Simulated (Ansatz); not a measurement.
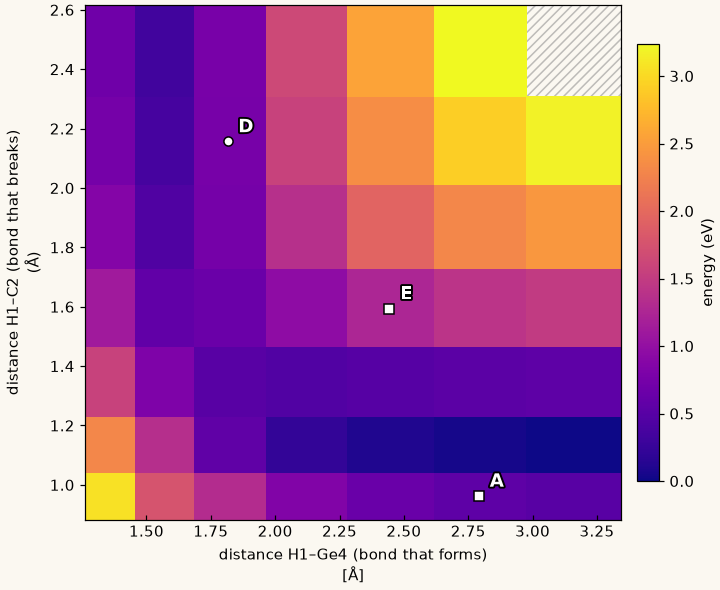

The reacting system CH5GeO (fragments CH₂O + GeH₃ where the first distance is long, GeH₄ + CHO where the second is long), spin multiplicity 2. First axis: distance H1–Ge4 (bond that forms). Second axis: distance H1–C2 (bond that breaks). Relaxed at each point: all other coordinates. The grid has 7 × 7 points. At 1 point there is no value. Points are written as (first, second). All energies are given in eV relative to the lowest grid point. Energies and slopes of some neighbouring points disagree (a jump in structure or state, or too coarse a mesh). All numbers below come from UKS PBE0-D4/def2-SVP in Ansatz 0.2.0.

The picture shows one coloured cell a grid point, hatched blanks where no value was computed, lettered points.

Rank the lettered points by energy, lowest first.

A (0.55 eV), D (0.76 eV), E (1.25 eV).
